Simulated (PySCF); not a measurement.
# GeH2Cl (SMILES [Cl][GeH2]) at U-wB97X-V/STO-3G

Aim: the vertical ionisation energy of GeH2Cl at U-wB97X-V/STO-3G, from 2 runs. The job is set up through a Python script.

Program for the calculation: PySCF 2.14.0.

4 further runs of the same task are left out: 4 set aside as unsound or not needed.

## Step 1: The system as given

GeH2Cl: 4 atoms, total charge 0, spin state doublet. As SMILES, `[Cl][GeH2]`. The coordinates come from a PBE0-D4/def2-TZVP relaxation.

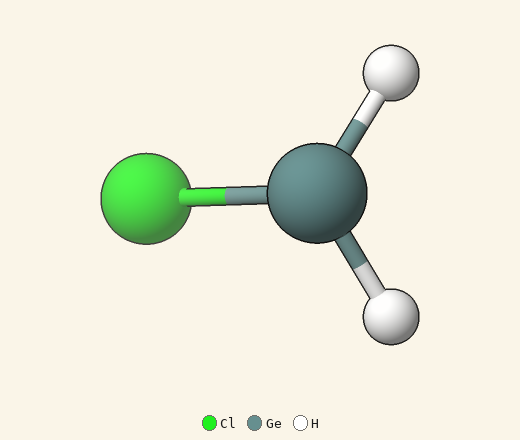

Viewed from a chosen angle; chlorine green, germanium teal, hydrogen white.

## Step 2: The energy at U-wB97X-V/STO-3G

Input file start.xyz:

```xyz
4

Cl    -1.562900     0.305200     0.993500
Ge     0.106700    -0.451100    -0.141600
H      0.072700     0.259600    -1.514200
H      1.383400    -0.113700     0.662300
```

Input file input.py:

```python
# [Cl][GeH2]
from pyscf import gto, dft

mol = gto.M(
    atom='start.xyz',
    verbose=3,
    basis='sto-3g',
    max_memory=1860,
    spin=1,
)

myscf = dft.UKS(mol)
myscf.xc = 'wb97x-v'
myscf.conv_tol = 1e-10
myscf.grids.level = 5
myscf.nlcgrids.level = 1
myscf.kernel()
if not myscf.converged:
    myscf = myscf.newton().run(myscf.mo_coeff, myscf.mo_occ)

energy = myscf.e_tot
print('E = %.10f Eh' % energy)
```

Command:

```bash
$ OMP_NUM_THREADS=1 python input.py
```

The log of the run:

```text
WARN: HOMO -0.373609529665062 >= LUMO -0.373609529665055

converged SCF energy = -2509.22660368777  <S^2> = 0.75073082  2S+1 = 2.0007307
E = -2509.2266036878 Eh
```

It took 23 s on 1 thread of Arm Neoverse V2, shared host; peak memory 0.24 GiB.

## Step 3: The singlet cation at the same level

Input file run.py:

```python
from pyscf import gto, dft

mol = gto.Mole()
mol.atom = '''
Cl      -1.562900       0.305200       0.993500
Ge       0.106700      -0.451100      -0.141600
H        0.072700       0.259600      -1.514200
H        1.383400      -0.113700       0.662300
'''
mol.basis = 'sto-3g'
mol.max_memory = 1860
mol.verbose = 4
mol.charge = 1
mol.spin = 0
mol.build()

mf = dft.RKS(mol)
mf.xc = 'wb97x-v'
mf.nlcgrids.level = 1
mf.grids.level = 5
mf.conv_tol = 1e-10
mf.kernel()
if not mf.converged:
    mf = mf.newton().run(mf.mo_coeff, mf.mo_occ)

energy = mf.e_tot
print(f'total energy: {energy:.8f} hartree')
```

Command:

```bash
$ OMP_NUM_THREADS=1 python run.py
```

The log of the run:

```text
PySCF version 2.14.0

[INPUT] num. atoms = 4
[INPUT] num. electrons = 50
[INPUT] charge = 1
[INPUT] spin (= nelec alpha-beta = 2S) = 0
[INPUT] symmetry False subgroup None
[INPUT] Mole.unit = angstrom
[INPUT] Symbol           X                Y                Z      unit          X                Y                Z       unit  Magmom
[INPUT]  1 Cl    -1.562900000000   0.305200000000   0.993500000000 AA   -2.953452960083   0.576744413217   1.877442904755 Bohr   0.0
[INPUT]  2 Ge     0.106700000000  -0.451100000000  -0.141600000000 AA    0.201633777491  -0.852455454791  -0.267585219238 Bohr   0.0
[INPUT]  3 H      0.072700000000   0.259600000000  -1.514200000000 AA    0.137383089256   0.490572901937  -2.861423297816 Bohr   0.0
[INPUT]  4 H      1.383400000000  -0.113700000000   0.662300000000 AA    2.614247120723  -0.214861860363   1.251565612299 Bohr   0.0

nuclear repulsion = 161.647276340246
number of shells = 15
number of NR pGTOs = 87
number of NR cGTOs = 29
basis = sto-3g
ecp = {}

******** <class 'pyscf.dft.rks.RKS'> ********
method = RKS
initial guess = minao
damping factor = 0
level_shift factor = 0
DIIS = <class 'pyscf.scf.diis.CDIIS'>
diis_start_cycle = 1
diis_space = 8
diis_damp = 0
SCF conv_tol = 1e-10
SCF conv_tol_grad = None
SCF max_cycles = 50
direct_scf = True
direct_scf_tol = 1e-13
XC library pyscf.dft.libxc version 7.0.0
    S. Lehtola, C. Steigemann, M. J.T. Oliveira, and M. A.L. Marques.,  SoftwareX 7, 1–5 (2018)
XC functionals = wb97x-v
    N. Mardirossian and M. Head-Gordon.,  Phys. Chem. Chem. Phys. 16, 9904-9924 (2014)
radial grids:
    Treutler-Ahlrichs [JCP 102, 346 (1995); DOI:10.1063/1.469408] (M4) radial grids

becke partition: Becke, JCP 88, 2547 (1988); DOI:10.1063/1.454033
pruning grids: <function nwchem_prune>
grids dens level: 5
symmetrized grids: False
atomic radii adjust function: <function treutler_atomic_radii_adjust>
** Following is NLC and NLC Grids **
NLC functional = wb97x-v
radial grids:
    Treutler-Ahlrichs [JCP 102, 346 (1995); DOI:10.1063/1.469408] (M4) radial grids

becke partition: Becke, JCP 88, 2547 (1988); DOI:10.1063/1.454033
pruning grids: <function nwchem_prune>
grids dens level: 1
symmetrized grids: False
atomic radii adjust function: <function treutler_atomic_radii_adjust>
small_rho_cutoff = 0
Set gradient conv threshold to 1e-05
Initial guess from minao.
tot grids = 134864
tot grids = 18680
init E= -2506.3698408048
  HOMO = -0.560970206186327  LUMO = -0.373609529665066  gap/eV = 5.09834
cycle= 1 E= -2508.91317806793  delta_E= -2.54  |g|= 0.292  |ddm|= 2.22
  HOMO = -0.539970355699956  LUMO = -0.299697182250872  gap/eV = 6.53817
cycle= 2 E= -2508.94901674212  delta_E= -0.0358  |g|= 0.0768  |ddm|= 0.744
  HOMO = -0.601426912619338  LUMO = -0.288437788113635  gap/eV = 8.51687
cycle= 3 E= -2508.9523389321  delta_E= -0.00332  |g|= 0.0304  |ddm|= 0.228
  HOMO = -0.59836954054445  LUMO = -0.294702260479527  gap/eV = 8.26321
cycle= 4 E= -2508.95287440696  delta_E= -0.000535  |g|= 0.00895  |ddm|= 0.0703
  HOMO = -0.600953364081727  LUMO = -0.293377933878092  gap/eV = 8.36955
cycle= 5 E= -2508.95299614223  delta_E= -0.000122  |g|= 0.00331  |ddm|= 0.04
  HOMO = -0.601716195090102  LUMO = -0.293993990039934  gap/eV = 8.37355
cycle= 6 E= -2508.95301831083  delta_E= -2.22e-05  |g|= 0.0014  |ddm|= 0.0166
  HOMO = -0.60179571724796  LUMO = -0.293857038077631  gap/eV = 8.37944
cycle= 7 E= -2508.95302467501  delta_E= -6.36e-06  |g|= 0.000329  |ddm|= 0.013
  HOMO = -0.60184308214541  LUMO = -0.293888758378343  gap/eV = 8.37986
cycle= 8 E= -2508.95302493495  delta_E= -2.6e-07  |g|= 8.53e-05  |ddm|= 0.00254
  HOMO = -0.601837266577838  LUMO = -0.293879487214754  gap/eV = 8.37996
cycle= 9 E= -2508.95302495634  delta_E= -2.14e-08  |g|= 4.1e-05  |ddm|= 0.000688
  HOMO = -0.601837054743292  LUMO = -0.293882982933721  gap/eV = 8.37986
cycle= 10 E= -2508.95302496169  delta_E= -5.35e-09  |g|= 2.11e-05  |ddm|= 0.000286
  HOMO = -0.601838628741069  LUMO = -0.293883214268245  gap/eV = 8.37989
cycle= 11 E= -2508.95302496366  delta_E= -1.97e-09  |g|= 5.2e-06  |ddm|= 0.000258
  HOMO = -0.601838063080259  LUMO = -0.293882693009064  gap/eV = 8.37989
cycle= 12 E= -2508.95302496374  delta_E= -8.23e-11  |g|= 1.59e-06  |ddm|= 5.24e-05
  HOMO = -0.601838421772103  LUMO = -0.29388273226192  gap/eV = 8.37990
Extra cycle  E= -2508.95302496376  delta_E= -1.73e-11  |g|= 9.59e-07  |ddm|= 5.99e-06
converged SCF energy = -2508.95302496376
total energy: -2508.95302496 hartree
```

Run time: 18 s. Hardware: 1 thread of Arm Neoverse V2, shared host; peak memory 0.24 GiB.

## Step 4: Results

At U-wB97X-V/STO-3G:

```
                                          quantity           value
                      doublet GeH2Cl: total energy  -2509.22660 Eh
                     doublet GeH2Cl: dipole moment          2.69 D
doublet GeH2Cl: HOMO energy (highest over α and β)        -6.78 eV
 doublet GeH2Cl: LUMO energy (lowest over α and β)         1.44 eV
                              doublet GeH2Cl: ⟨S²⟩           0.751
                      singlet cation: total energy  -2508.95302 Eh
                       singlet cation: HOMO energy       -16.38 eV
                       singlet cation: LUMO energy        -8.00 eV
                     singlet cation: HOMO–LUMO gap         8.38 eV
vertical ionisation energy (to the singlet cation)        7.444 eV
```

**Reading.** The vertical ionisation energy comes to 7.44 eV (718 kJ/mol). Only the singlet of the ionised species was computed; a triplet could lie lower. In a minimal basis such a difference can be off by several eV, whatever the method.
